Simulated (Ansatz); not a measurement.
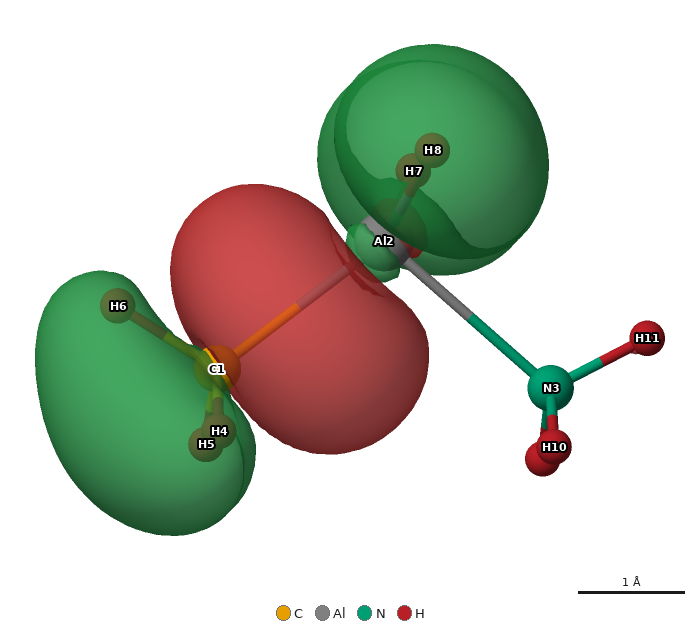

Figure. CH₈AlN (SMILES [CH3][AlH2-][NH3+]). The HOMO at ±0.08 Å⁻³ᐟ² (green and red are the two phases), seen across its widest extent.

Geometry: PBE-D3(BJ)/def2-SVP.

All numbers below come from isolated molecule in a Gaussian basis; Kohn-Sham density functional theory, functional PBE0 (Ansatz 0.2.0).

```
atom    x (Å)    y (Å)   z (Å)
   C  -1.7619   1.9225  2.4306
  Al   0.0656   2.1133  1.6690
   N   0.6293   0.1059  1.4553
   H  -1.7742   1.3989  3.4117
   H  -2.4632   1.3851  1.7552
   H  -2.2143   2.9221  2.6105
   H   0.1956   2.5547  0.1153
   H   1.2552   2.5810  2.6649
   H  -0.0017  -0.4084  0.8239
   H   0.6307  -0.3940  2.3562
   H   1.5788   0.0256  1.0642
```

> Where does this orbital lie, and at what energy?

It lies mainly on C1 (about 45 %), Al2 (about 25 %), H7 (about 10 %) and H8 (about 10 %). Its energy is −7.14 eV.
